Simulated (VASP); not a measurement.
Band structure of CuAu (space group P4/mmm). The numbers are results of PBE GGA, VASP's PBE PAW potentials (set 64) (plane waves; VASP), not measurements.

Unless said otherwise, spin-orbit coupling is left out, though it shifts the bands of the heavy elements here.

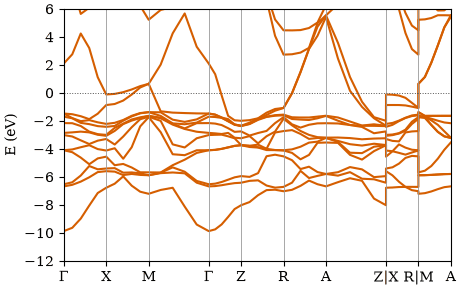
Fig. 1. Bands along high-symmetry lines, zero at the valence-band maximum or, without a gap, the Fermi level

Problem. Read the plot: is there a gap, and where are the band edges?

Solution. It has no gap at this level: it comes out as a metal or semimetal.

The structure is a typed CuAu crystal. The cell was not relaxed at this level.
